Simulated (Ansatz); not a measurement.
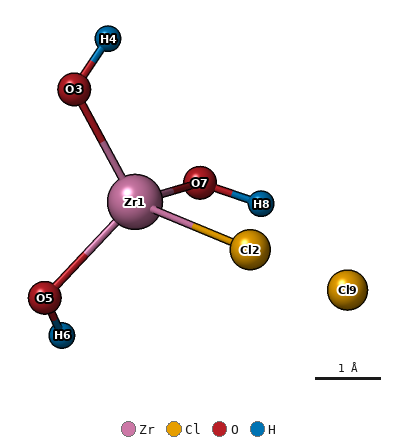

Figure 1. The structure as given in the input (ball-and-stick view, seen at a tilt; atoms are numbered from 1 in the order of the input). Sticks mark near contacts. Bond lengths as drawn: Cl–Zr 2.77 Å, H–O 1.01 Å and O–Zr 2.07 Å.

## Geometry relaxation of ZrH₃Cl₂O₃

System: ZrH₃Cl₂O₃, multiplicity 2.
Method: UKS PBE/def2-SVP (Ansatz 0.2.0).

The input holds or restrains some coordinates. It belongs to a series of runs on one base structure; here: pulled along the bonds that form and break, towards end B. Figures and captions count atoms from 1; the log counts them from 0 in places.

**What the program printed**
```
The last accepted step is kept in [file] (removed where the run ends without a failure and the disk answers)
Engine: ansatz 0.2.0, aarch64-unknown-linux-gnu
Functional definition: PBE
  parameter kappa = 0.804
  parameter beta = 0.06672455060314922
  exchange = pbe_x(kappa = kappa, mu = beta*pi^2/3)
  correlation = pbe_c(beta = beta)
1271 factors; their error is unknown
mean field evaluation 1: about -32471.8708 eV, gradient 7.1e1 eV
mean field evaluation 2: about -32046.1220 eV, gradient 2.6e2 eV
mean field evaluation 4: about -32486.8024 eV, gradient 2.7e1 eV
mean field evaluation 8: about -32491.2158 eV, gradient 1.0e0 eV
mean field evaluation 16: about -32491.1761 eV, gradient 2.2e-3 eV
mean field -32491.17605594 eV, -1194.0286967455 hartree, gradient 3.7e-5 eV, S^2 0.751853; 2 other end points of the search recorded, 0 dependent functions left out
the calculation of the forces begins
reference -32491.17614112 eV, -1194.0286998759 hartree; 37, 36 occupied and 87, 88 virtual orbitals, 1271 factors
relax step   1: F+E_penalty+E_count = -32491.17605594 eV  Δ(F+E_penalty+E_count) = +0.000e0 eV  max|allowed force component| = 3.257e0 eV/Å  E_restraint = 14.88750000 eV  max|allowed force component, restraints' pulls added| = 3.424e1 eV/Å  Δτ_max = 0.0000 Å  (71 SCF iters, accepted)
  distance Cl 1 - Cl 8 = 2.3400 Å
  distance Zr 0 - Cl 1 = 2.7700 Å
these checks for a lower state are left out or cut short: starts, cluster_reference, orbital_swaps, neighbouring_geometries, increment
1271 factors; their error is unknown
mean field evaluation 32: about -32490.6661 eV, gradient 1.6e0 eV
mean field -32490.65977087 eV, -1194.0097236192 hartree, gradient 1.6e-5 eV, S^2 0.752797; 0 other end points of the search recorded, 0 dependent functions left out
[... from here on the field's lines of each further geometry are left out, up to the last ...]
relax step   2: F+E_penalty+E_count = -32490.65977087 eV  Δ(F+E_penalty+E_count) = +5.163e-1 eV  max|allowed force component| = 3.329e0 eV/Å  E_restraint = 5.05911405 eV  max|allowed force component, restraints' pulls added| = 1.719e1 eV/Å  Δτ_max = 0.1948 Å  (39 SCF iters, accepted)
relax step   3: F+E_penalty+E_count = -32490.21551723 eV  Δ(F+E_penalty+E_count) = +4.443e-1 eV  max|allowed force component| = 3.059e0 eV/Å  E_restraint = 0.74048895 eV  max|allowed force component, restraints' pulls added| = 5.785e0 eV/Å  Δτ_max = 0.1905 Å  (40 SCF iters, accepted)
relax step   4: F+E_penalty+E_count = -32490.18317810 eV  Δ(F+E_penalty+E_count) = +3.234e-2 eV  max|allowed force component| = 2.314e0 eV/Å  E_restraint = 0.04031552 eV  max|allowed force component, restraints' pulls added| = 1.956e0 eV/Å  Δτ_max = 0.1919 Å  (42 SCF iters, accepted)
relax step   5: F+E_penalty+E_count = -32490.40796232 eV  Δ(F+E_penalty+E_count) = -2.248e-1 eV  max|allowed force component| = 2.271e0 eV/Å  E_restraint = 0.04444559 eV  max|allowed force component, restraints' pulls added| = 6.792e-1 eV/Å  Δτ_max = 0.2000 Å  (43 SCF iters, accepted)
relax step   6: F+E_penalty+E_count = -32490.48636905 eV  Δ(F+E_penalty+E_count) = -7.841e-2 eV  max|allowed force component| = 2.170e0 eV/Å  E_restraint = 0.05064642 eV  max|allowed force component, restraints' pulls added| = 3.579e-1 eV/Å  Δτ_max = 0.2000 Å  (41 SCF iters, accepted)
relax step   7: F+E_penalty+E_count = -32490.51546328 eV  Δ(F+E_penalty+E_count) = -2.909e-2 eV  max|allowed force component| = 2.290e0 eV/Å  E_restraint = 0.04580976 eV  max|allowed force component, restraints' pulls added| = 6.729e-1 eV/Å  Δτ_max = 0.1939 Å  (42 SCF iters, accepted)
relax step   8: F+E_penalty+E_count = -32490.54733685 eV  Δ(F+E_penalty+E_count) = -3.187e-2 eV  max|allowed force component| = 2.296e0 eV/Å  E_restraint = 0.04845510 eV  max|allowed force component, restraints' pulls added| = 3.338e-1 eV/Å  Δτ_max = 0.0829 Å  (36 SCF iters, accepted)
relax step   9: F+E_penalty+E_count = -32490.60328323 eV  Δ(F+E_penalty+E_count) = -5.595e-2 eV  max|allowed force component| = 2.390e0 eV/Å  E_restraint = 0.05227031 eV  max|allowed force component, restraints' pulls added| = 2.567e-1 eV/Å  Δτ_max = 0.1998 Å  (41 SCF iters, accepted)
relax step  10: F+E_penalty+E_count = -32490.63244047 eV  Δ(F+E_penalty+E_count) = -2.916e-2 eV  max|allowed force component| = 2.351e0 eV/Å  E_restraint = 0.05579128 eV  max|allowed force component, restraints' pulls added| = 4.489e-2 eV/Å  Δτ_max = 0.1913 Å  (41 SCF iters, accepted)
relax step  11: F+E_penalty+E_count = -32490.50553055 eV  Δ(F+E_penalty+E_count) = +1.269e-1 eV  max|allowed force component| = 2.356e0 eV/Å  E_restraint = 0.06176378 eV  max|allowed force component, restraints' pulls added| = 2.086e0 eV/Å  Δτ_max = 0.1995 Å  (41 SCF iters, rejected (line search))
the calculation of the forces begins
reference -32490.63344802 eV, -1194.0087562723 hartree; 37, 36 occupied and 87, 88 virtual orbitals, 1271 factors
relax step  12: F+E_penalty+E_count = -32490.63336250 eV  Δ(F+E_penalty+E_count) = -9.220e-4 eV  max|allowed force component| = 2.362e0 eV/Å  E_restraint = 0.05560033 eV  max|allowed force component, restraints' pulls added| = 2.976e-2 eV/Å  Δτ_max = 0.0428 Å  (36 SCF iters, accepted)
  distance Cl 1 - Cl 8 = 2.0966 Å
  distance Zr 0 - Cl 1 = 3.6977 Å
1271 factors; their error is unknown
mean field evaluation 128: about -32490.6782 eV, gradient 2.8e-1 eV
```

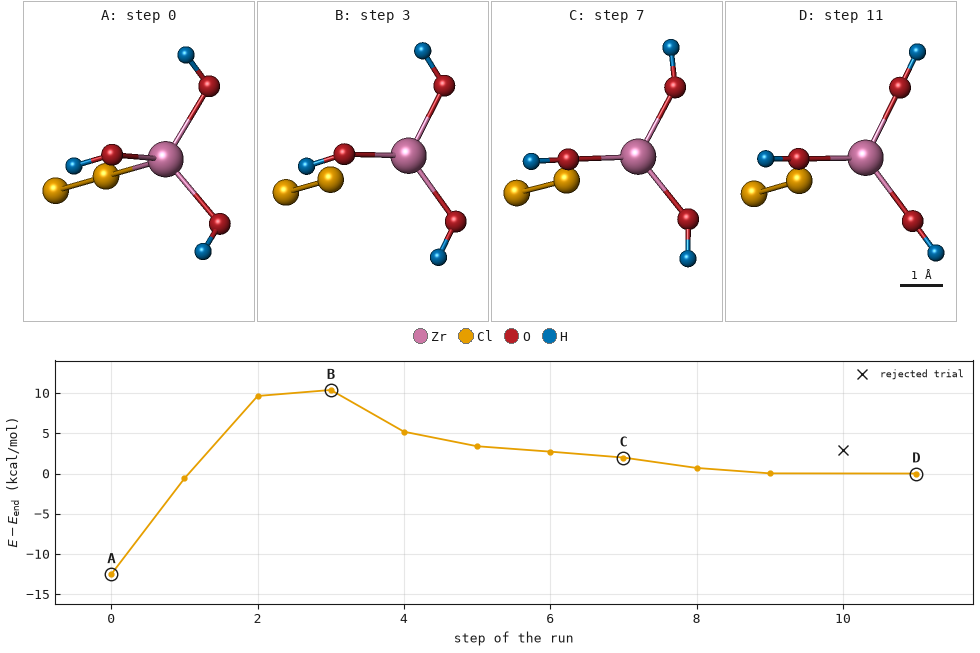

Figure 2. Frames of the restrained relaxation (ball-and-stick view, seen at an oblique angle) above the curves, on which the letters mark them (the first geometry is step 0 here and step 1 in the log).

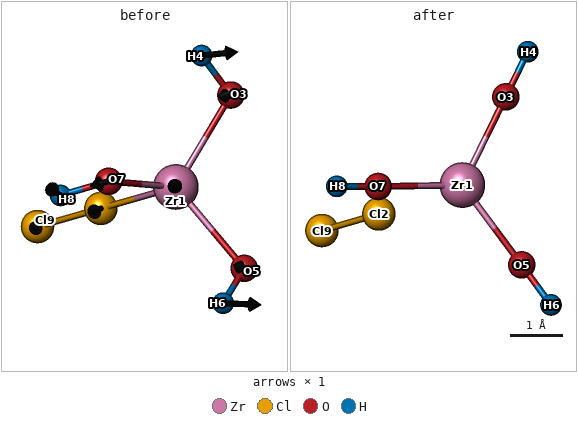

Figure 3. Before (left) and after (right) the restrained relaxation, at one scale (ball-and-stick view, seen at an oblique angle). The black arrows give the displacements, at true length. The atom that moves furthest after the best rigid fit is H6 (0.80 Å). By element the largest moves are H 0.80 Å, Cl 0.60 Å, O 0.43 Å, Zr 0.40 Å. Among the contacts that change: Zr1–Cl2 2.770 → 3.698 Å, Cl2–Cl9 2.340 → 2.097 Å, Zr1–O3 2.070 → 1.920 Å, O3–H4 1.010 → 0.967 Å. Bonds break: Zr1–Cl2 (2.77 → 3.70 Å). Among the angles that change: Zr1–O7–H8 109.5° → 177.4°, Zr1–O3–H4 109.5° → 174.7°, Zr1–O5–H6 109.5° → 174.5°. Over 11 geometry steps the energy rises by 12.5 kcal/mol. Largest force component: 3.3 eV/Å at the start, 2.4 eV/Å at the end. The line search rejected the trial step at point 10 (counted from 0) and went back. (Atoms are counted from 1 in the order of the input.)

```
mean field -32490.63336250 eV, -1194.0087531298 hartree, gradient 1.8e-5 eV, S^2 0.751910; 2 other end points of the search recorded, 0 dependent functions left out
the calculation of the forces begins
reference -32490.63344802 eV, -1194.0087562723 hartree; 37, 36 occupied and 87, 88 virtual orbitals, 1271 factors
Total energy: -32490.63344802 eV, -1194.0087562723 hartree
Atom 0 at    -0.132904    -0.207397    -0.316056 Å, force     0.034316     0.062986     0.659500 eV/Å
Atom 1 at     0.029940     0.090255     3.366007 Å, force    -0.019466    -0.046933    -2.361768 eV/Å
Atom 2 at     1.736247    -0.285392    -0.747360 Å, force    -0.005810    -0.008355     0.005443 eV/Å
Atom 3 at     2.654341    -0.363263    -1.041850 Å, force    -0.000566     0.006317    -0.002197 eV/Å
Atom 4 at    -1.074274     1.404388    -0.765315 Å, force    -0.010306    -0.001448     0.006814 eV/Å
Atom 5 at    -1.585439     2.169819    -1.063379 Å, force     0.011556    -0.004364    -0.001654 eV/Å
Atom 6 at    -1.122181    -1.850438    -0.333301 Å, force    -0.014875    -0.029760     0.013881 eV/Å
Atom 7 at    -1.611824    -2.683773    -0.383788 Å, force     0.014211     0.026067    -0.015696 eV/Å
Atom 8 at     0.014095     0.077301     5.462543 Å, force    -0.009059    -0.004511     1.695677 eV/Å
Dipole moment:    -0.070722    -0.129537    -1.447233 e Å
```

**Trajectory as extended XYZ (Å, eV, eV/Å), 12 frames, from step=1 to step=12**
```
9
Properties=species:S:1:pos:R:3:forces:R:3 step=1 energy=-32491.17606
Zr    0.0000    0.0000    0.0000    0.2687   0.3379  -0.6489
Cl    0.0000    0.0000    2.7700   -0.0460  -0.0655  -3.2574
O     1.9520    0.0000   -0.6893   -2.0186  -1.3759   0.7147
H     2.2684   -0.9521   -0.8060   -0.1843   1.2635   0.0475
O    -0.9750    1.6891   -0.6893   -0.1789  -2.4646   0.5619
H    -1.9328    1.4584   -0.9117    1.1608   0.5302   0.1863
O    -0.9750   -1.6891   -0.6893    0.5673   1.4475   2.1560
H    -1.4296   -2.1548    0.0831    0.4356   0.3344  -1.1240
Cl    0.0000    0.0000    5.1100   -0.0045  -0.0075   1.3640
9
Properties=species:S:1:pos:R:3:forces:R:3 step=2 energy=-32490.65977
Zr    0.0021    0.0026   -0.1948    0.0633   0.0005   0.5398
Cl   -0.0006   -0.0008    2.9559   -0.0198  -0.0261  -3.3289
O     1.9381   -0.0089   -0.6871   -0.9715  -1.0016   0.1485
H     2.2682   -0.9442   -0.8062    0.0195   0.8970   0.0166
O    -0.9757    1.6722   -0.6880   -0.3550  -1.3701   0.0050
H    -1.9263    1.4629   -0.9112    0.7147   0.5192   0.1311
O    -0.9712   -1.6799   -0.6781    0.2489   0.7713   1.3204
H    -1.4266   -2.1523    0.0764    0.3072   0.2229  -0.8433
Cl   -0.0001   -0.0001    5.1106   -0.0073  -0.0132   2.0108
9
Properties=species:S:1:pos:R:3:forces:R:3 step=3 energy=-32490.21552
Zr    0.0016   -0.0008   -0.3852   -0.0560  -0.1485   0.8583
Cl   -0.0013   -0.0016    3.1133   -0.0130  -0.0189  -3.0595
O     1.9308   -0.0213   -0.6973   -0.0617  -0.4427  -0.1185
H     2.2791   -0.9351   -0.8081    0.2749   0.3478  -0.0019
O    -0.9816    1.6586   -0.7016   -0.3107  -0.2882  -0.2122
H    -1.9258    1.4784   -0.9109    0.1116   0.4427   0.0630
O    -0.9702   -1.6745   -0.6692   -0.0322   0.1069   0.6412
H    -1.4241   -2.1514    0.0649    0.0913   0.0088  -0.4830
Cl   -0.0004   -0.0007    5.1714   -0.0042  -0.0078   2.3124
9
Properties=species:S:1:pos:R:3:forces:R:3 step=4 energy=-32490.18318
Zr   -0.0107   -0.0423   -0.4914    0.1196   0.1553   0.3809
Cl   -0.0103    0.0092    3.2125   -0.0134  -0.0214  -2.3139
O     1.9291   -0.0321   -0.8058    0.1255  -1.1304   0.1587
H     2.4207   -0.9041   -0.7576   -0.3358   1.0648  -0.1359
O    -0.9624    1.6438   -0.8375   -1.9114  -0.5065   0.2254
H    -1.9869    1.6114   -0.7867    1.9558   0.2997  -0.1757
O    -0.9777   -1.7282   -0.6675    0.0268   0.2056   0.5707
H    -1.4874   -2.2198    0.0096    0.0354  -0.0623  -0.3518
Cl   -0.0064    0.0136    5.3019   -0.0024  -0.0047   1.6417
9
Properties=species:S:1:pos:R:3:forces:R:3 step=5 energy=-32490.40796
Zr   -0.0059   -0.0591   -0.4972   -0.1124  -0.0946   0.5301
Cl   -0.0301    0.0270    3.2073    0.0209   0.0244  -2.2706
O     1.9190   -0.0619   -0.8409    0.1204  -0.5071   0.0592
H     2.5727   -0.8000   -0.8354   -0.2904   0.5194  -0.0435
O    -0.9635    1.6166   -0.8362   -0.5712  -0.2538   0.0417
H    -1.9486    1.7075   -0.8194    0.6792   0.1160  -0.0340
O    -1.0161   -1.7120   -0.4915   -0.0013   0.1246   0.4053
H    -1.5826   -2.3441   -0.0084    0.1685   0.1141  -0.3102
Cl   -0.0368   -0.0223    5.2992   -0.0137  -0.0430   1.6219
9
Properties=species:S:1:pos:R:3:forces:R:3 step=6 energy=-32490.48637
Zr   -0.0136   -0.0657   -0.5290   -0.1348  -0.0571   0.7197
Cl   -0.0549   -0.0115    3.1702    0.0564   0.0829  -2.1696
O     1.9022   -0.0717   -0.8717    0.0769  -0.2647  -0.0339
H     2.6202   -0.7345   -0.8874   -0.1041   0.2590   0.0003
O    -0.9519    1.6075   -0.8891   -0.3087  -0.1258   0.0026
H    -1.9116    1.8059   -0.8552    0.3579   0.0752  -0.0259
O    -1.0261   -1.6824   -0.2939   -0.0982  -0.0895   0.1333
H    -1.5708   -2.4034    0.0707    0.1860   0.1875  -0.1899
Cl   -0.0854   -0.0926    5.2629   -0.0314  -0.0677   1.5634
9
Properties=species:S:1:pos:R:3:forces:R:3 step=7 energy=-32490.51546
Zr   -0.0734   -0.1239   -0.4692    0.3422   0.4758   0.4410
Cl   -0.0044    0.0517    3.2303    0.0537   0.0872  -2.2899
O     1.8244   -0.0961   -0.9012    0.2546  -0.4484   0.1791
H     2.6470   -0.6341   -0.8697   -0.4868   0.3596  -0.0854
O    -0.9282    1.5689   -0.9280   -0.6729  -0.0183   0.2045
H    -1.8358    1.9525   -0.8717    0.6667  -0.2099  -0.1135
O    -1.0702   -1.7428   -0.2733   -0.3423  -0.5037   0.1443
H    -1.5796   -2.5480   -0.0582    0.2399   0.3589  -0.1350
Cl   -0.0718   -0.0766    5.3183   -0.0550  -0.1011   1.6548
9
Properties=species:S:1:pos:R:3:forces:R:3 step=8 energy=-32490.54734
Zr   -0.0715   -0.1164   -0.4397    0.1149   0.2050   0.5651
Cl    0.0174    0.0779    3.2560    0.0462   0.0749  -2.2960
O     1.8232   -0.1162   -0.8569    0.0634  -0.2240   0.0718
H     2.6382   -0.6510   -0.8929   -0.1829   0.1848  -0.0344
O    -0.9513    1.5596   -0.8885   -0.3149  -0.0777   0.0919
H    -1.8457    1.9553   -0.9065    0.3338  -0.0681  -0.0446
O    -1.0713   -1.7453   -0.2989   -0.1594  -0.2309   0.0694
H    -1.5767   -2.5619   -0.1399    0.1549   0.2350  -0.0772
Cl   -0.0543   -0.0505    5.3447   -0.0561  -0.0990   1.6540
9
Properties=species:S:1:pos:R:3:forces:R:3 step=9 energy=-32490.60328
Zr   -0.1073   -0.1698   -0.3767    0.0035   0.0107   0.5850
Cl    0.0426    0.1100    3.3085    0.0094   0.0073  -2.3898
O     1.7664   -0.2398   -0.7927    0.2567  -0.0770   0.0483
H     2.6902   -0.5022   -0.9374   -0.1707   0.0869  -0.0353
O    -1.0390    1.4512   -0.8217   -0.2381   0.2139   0.0555
H    -1.7370    2.1145   -0.9593    0.2071  -0.1376  -0.0356
O    -1.0988   -1.8081   -0.3553   -0.0317  -0.0399   0.0983
H    -1.5989   -2.6336   -0.2893    0.0022  -0.0059  -0.0509
Cl   -0.0101    0.0293    5.4014   -0.0385  -0.0585   1.7245
9
Properties=species:S:1:pos:R:3:forces:R:3 step=10 energy=-32490.63244
Zr   -0.1269   -0.1963   -0.3231    0.0088   0.0117   0.6608
Cl    0.0227    0.0726    3.3630   -0.0119  -0.0323  -2.3510
O     1.7409   -0.2813   -0.7576   -0.0056  -0.0021   0.0120
H     2.6591   -0.3692   -1.0478    0.0140   0.0063  -0.0097
O    -1.0738    1.4094   -0.7805    0.0005  -0.0029   0.0195
H    -1.5945    2.1693   -1.0745   -0.0023   0.0186  -0.0145
O    -1.1173   -1.8390   -0.3191    0.0302   0.0449   0.0216
H    -1.6068   -2.6720   -0.3430   -0.0219  -0.0359  -0.0242
Cl    0.0044    0.0579    5.4601   -0.0118  -0.0082   1.6855
9
Properties=species:S:1:pos:R:3:forces:R:3 step=11 energy=-32490.50553 accepted=F
Zr   -0.1541   -0.2325   -0.2522    0.0090  -0.0815   0.7761
Cl    0.0146    0.0560    3.4304   -0.0412  -0.0836  -2.3559
O     1.7053   -0.3241   -0.7171    1.7488   0.2568  -0.8996
H     2.6142   -0.2286   -1.1512   -1.7322  -0.2300   0.8721
O    -1.1068    1.3611   -0.7301   -0.7365   2.0857  -1.1528
H    -1.4365    2.2171   -1.1866    0.7230  -2.0173   1.1107
O    -1.1398   -1.8802   -0.3040   -0.2102  -0.3738  -0.0970
H    -1.6188   -2.7199   -0.4418    0.2247   0.4038   0.0687
Cl    0.0298    0.1027    5.5300    0.0146   0.0399   1.6776
9
Properties=species:S:1:pos:R:3:forces:R:3 step=12 energy=-32490.63336
Zr   -0.1329   -0.2074   -0.3161    0.0343   0.0630   0.6595
Cl    0.0299    0.0903    3.3660   -0.0195  -0.0469  -2.3618
O     1.7362   -0.2854   -0.7474   -0.0058  -0.0084   0.0054
H     2.6543   -0.3633   -1.0418   -0.0006   0.0063  -0.0022
O    -1.0743    1.4044   -0.7653   -0.0103  -0.0014   0.0068
H    -1.5854    2.1698   -1.0634    0.0116  -0.0044  -0.0017
O    -1.1222   -1.8504   -0.3333   -0.0149  -0.0298   0.0139
H    -1.6118   -2.6838   -0.3838    0.0142   0.0261  -0.0157
Cl    0.0141    0.0773    5.4625   -0.0091  -0.0045   1.6957
```

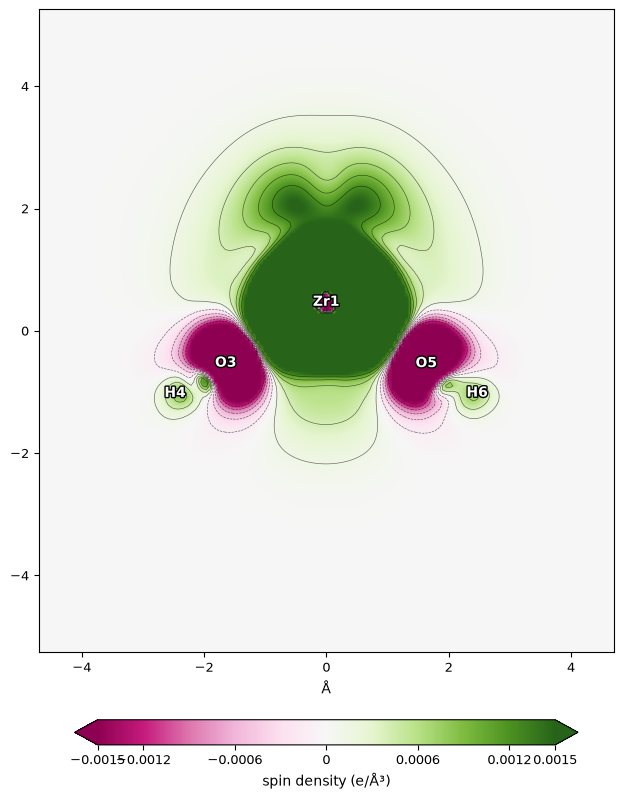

Figure 4. Spin density (α minus β) on the plane of atoms O3, Zr1 and O5. The section cuts through Zr, O and H sites. The unpaired spin (1 electron) lies mostly on Zr1 (about 0.6), Cl9 (about 0.2) and Cl2 (about 0.2), in electrons by Hirshfeld's partition.

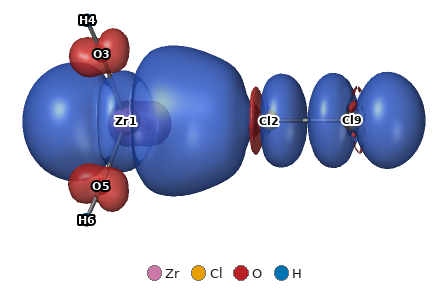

Figure 5. Isosurfaces of the spin density at +0.003 (blue) and −0.003 e/Å³ (red), seen at a tilt. The unpaired spin (1 electron) lies mostly on Zr1 (about 0.6), Cl9 (about 0.2) and Cl2 (about 0.2), in electrons by Hirshfeld's partition.

This output came from the following input.

**The input**
```yaml
crystal:
  periodic: [false, false, false]
  atoms:
    - { symbol: Zr, position_ang: [0.0, 0.0, 0.0] }
    - { symbol: Cl, position_ang: [0.0, 0.0, 2.77] }
    - { symbol: O, position_ang: [1.952, 0.0, -0.6893] }
    - { symbol: H, position_ang: [2.2684, -0.9521, -0.806] }
    - { symbol: O, position_ang: [-0.975, 1.6891, -0.6893] }
    - { symbol: H, position_ang: [-1.9328, 1.4584, -0.9117] }
    - { symbol: O, position_ang: [-0.975, -1.6891, -0.6893] }
    - { symbol: H, position_ang: [-1.4296, -2.1548, 0.0831] }
    - { symbol: Cl, position_ang: [0.0, 0.0, 5.11] }
magnetization:
  spin_polarized: true
  initial_magnetization: 1
basis:
  gaussian: { orbitals: def2-SVP }
hamiltonian:
  xc: pbe
relax:
  f_tol: 0.15
  max_steps: 25
  restrain:
    - { distance: [1, 8], at: 2.04, k: 30.0 }
    - { distance: [0, 1], at: 3.72, k: 30.0 }
output:
  orbitals: {}
```

Launched with:
```bash
ansatz run input.yaml --threads 4 --pin off --max-ram 5120MiB --backend cpu --events-out ev --progress --plain --runs-dir out
```

**Summary**

| quantity | value |
| --- | --- |
| outcome | converged under the restraints of the input |
| total energy | −32490.6334 eV |
| mean-field energy | −32490.6334 eV |
| ⟨S²⟩ | 0.752 |
| largest force (length of the vector) at the end, held atoms and coordinates included | 2.362 eV/Å |
| hardware | 4 threads of Arm Neoverse V1, 24 GiB of memory available, shared host |
| wall time | 40 s (CPU time 2.6 min) |
| peak memory | 0.23 GiB |
